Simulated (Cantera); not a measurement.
Charge: 1 mol Si₃N₄, 0.015 mol O₂, 4.1 mol H₂, held at 750 Torr.

Equilibrium computed with Cantera from the NASA thermochemical tables; the gas is ideal and each condensed phase is pure. Candidate condensed phases: H₂O, Si, SiO₂, Si₂N₂O, Si₃N₄; 35 gas species. Mutual solubility and eutectic melting of coexisting phases are not modelled. The tables' values for SiN are old estimates; treat these amounts as uncertain. Gases not in the tables: Si₂H₆ and higher silanes. Equilibrium is a limit: real reactors are often held back by kinetics, nucleation or transport.

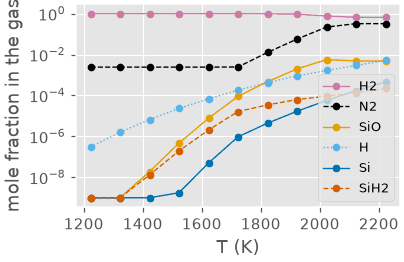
Figure: Equilibrium gas composition (values under 1e-9 drawn at 1e-9)

From 1223 K to 1723 K the condensed part is Si₂N₂O(s) + Si₃N₄(s). From 1823 K to 1923 K the condensed part is Si(l) + Si₂N₂O(s) + Si₃N₄(s). At 2023 K the condensed part is Si(l) + Si₃N₄(s). From 2123 K to 2223 K the condensed part is Si(l).
